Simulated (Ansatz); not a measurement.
In doubt: masses and optical values from hybrid runs of this build are listed as unsure (in some of the runs), which bears on the screening that GW takes from such a start.

System: KLaMgWO6 (F-43m).

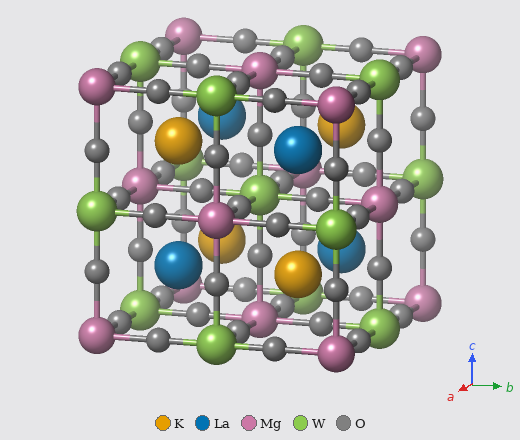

The structure (potassium orange, lanthanum blue, magnesium pink, tungsten green, oxygen grey). Some periodic images of atoms are drawn too.

The structure is cubic, space group F-43m (No. 216). The conventional cell has a = 7.993 Å, b = 7.993 Å, c = 7.993 Å, α = 90.00°, β = 90.00°, γ = 90.00°. Nearest to K lie 12 O at 2.83 Å. Nearest to La lie 12 O at 2.83 Å. Nearest to Mg lie 6 O at 2.06 Å. Nearest to W lie 6 O at 1.94 Å. Nearest to O lie 1 W at 1.94 Å and 1 Mg at 2.06 Å and 2 La at 2.83 Å and 2 K at 2.83 Å. Farther neighbours and most contacts between anions are not listed.

```yaml
crystal:
  lattice:
    - [0.00000, 3.99643, 3.99643]
    - [3.99643, 0.00000, 3.99643]
    - [3.99643, 3.99643, 0.00000]
  atoms:
    - { symbol: K, position: [0.75000, 0.75000, 0.75000] }
    - { symbol: La, position: [0.25000, 0.25000, 0.25000] }
    - { symbol: Mg, position: [0.00000, 0.00000, 0.00000] }
    - { symbol: W, position: [0.50000, 0.50000, 0.50000] }
    - { symbol: O, position: [0.74287, 0.25713, 0.25713] }
    - { symbol: O, position: [0.25713, 0.74287, 0.74287] }
    - { symbol: O, position: [0.74287, 0.74287, 0.25713] }
    - { symbol: O, position: [0.25713, 0.25713, 0.74287] }
    - { symbol: O, position: [0.25713, 0.74287, 0.25713] }
    - { symbol: O, position: [0.74287, 0.25713, 0.74287] }
```

The cell and positions are those that the Materials Project relaxed with its own functionals (PBE, PBE+U or r2SCAN), kept fixed. Spin-orbit coupling is left out unless a run names it.

Gaps computed with Ansatz 0.2.0 without a self-energy: HSE06 3.99 eV, r2SCAN 2.91 eV and PBE0 4.75 eV.

**Question.** Estimate the G0W0@HSE06 gap with 4×4×4 mesh, 700 empty bands, screening to 180 eV, PAW set soft_1 files.

About 4.59 eV: on its mesh the run moves the gap from 3.99 eV by +0.60 eV. Among the scalar-relativistic levels given, PBE0 is nearest (+0.16 eV). Bands and cutoff are finite, so the gap is not at the basis limit. The miss can reach some tenths of an eV and take either sign; the mesh is an error of its own. Empty 4f levels lie among the conduction bands. Their place in the start is unsure; it enters the screening, and the edge itself where they lie low. The many-body steps are scalar-relativistic: spin-orbit coupling is not in them.

[Paths, hosts, dates, memory and timing lines, banners, echoed tables and standing remarks are left out of the program output.]

[Logs are printed without paths, hosts, clocks, repeated set-up lines and the standing remarks that a program may print on its own settings, such as how far it seeks lower states.]

[Runs of the session that timed out or met a known fault of the program may be left out.]

[Cells called generated may have been cut or substituted from an entry of the Crystallography Open Database or the Materials Project.]

[Hosts, paths, dates, database ids (printed as entryN), source tags and the programs' standing remarks are cut or masked in the printed files.]
